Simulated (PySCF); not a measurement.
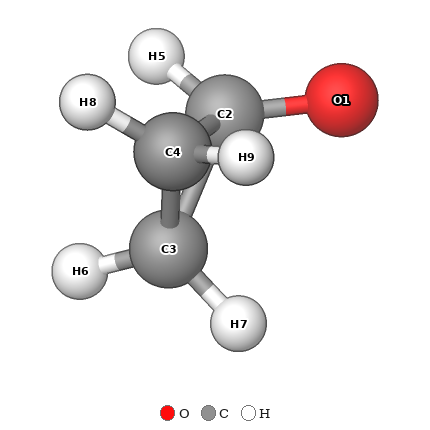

First-order isotropic EPR spectrum (fast tumbling, first derivative) of C₃H₅O, SMILES [O]C1CC1, doublet at 9.50 GHz, Lorentzian lines of 0.06 mT full width at half height, from computed g and hyperfine couplings (B3LYP/pcH-1 with PySCF, at a GFN2-xTB geometry (no frequency check), gas phase); values of one conformer, averaged over methyl-type rotors alone; no vibrational averaging; dilute isotopes left out. The SMILES is one Lewis form and needn't show where the spin sits.

> Give g and the hyperfine couplings.

g_iso = 2.0095, which centres the spectrum at 337.8 mT; it spans 2.1 mT.

```tsv
nuclei	isotope	a (mT)	a (MHz)
H6, H8	¹H	0.59	16.7
H5	¹H	−0.41	−11.6
H7, H9	¹H	−0.26	−7.2
```

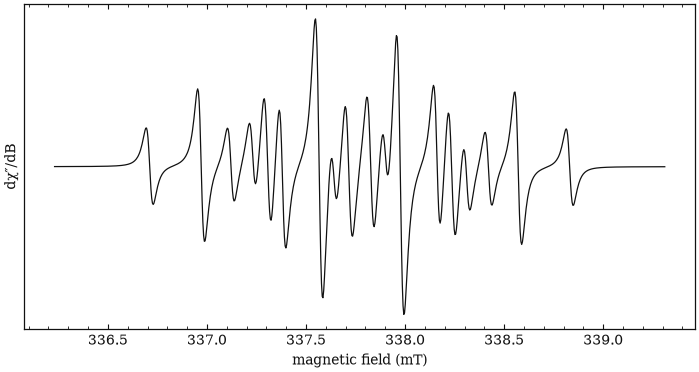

Note: the tight-binding geometry is rougher than a DFT one and adds to the error.
